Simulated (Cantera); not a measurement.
Feed: 1 mol SrCl2, 3.5 mol N2, equilibrated at 0.510 bar.

Method: chemical equilibrium by Gibbs-energy minimisation in Cantera with the NASA 1993 tables (ideal gas, pure condensed phases). Candidate condensed phases: Sr, SrCl2; 7 gas species. The numbers say what is thermodynamically allowed, not how fast it happens.

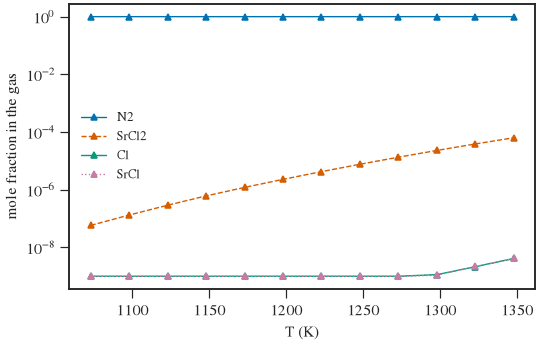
Figure: Equilibrium gas composition (values under 1e-9 drawn at 1e-9)

From 1073 K to 1123 K the condensed part is SrCl2(s). From 1148 K to 1348 K the condensed part is SrCl2(l). The main Sr-bearing gas is SrCl2 throughout.
